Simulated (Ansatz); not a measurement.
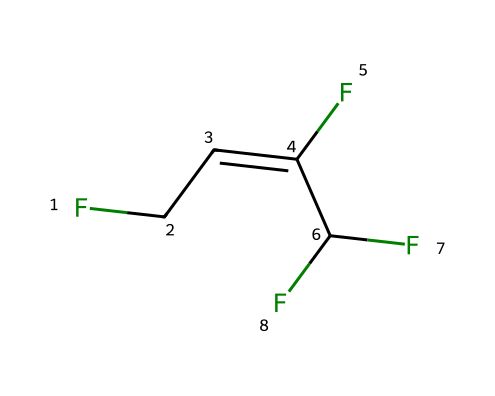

A structural formula, with wedges where it has stereocentres; small numbers name the atoms. The configuration is that of a computed structure (PBE-D4/def2-SVP).

> Assign CIP descriptors.

C3=C4: E.

> Give a SMILES with the stereochemistry.

FC/C=C(/F)C(F)F
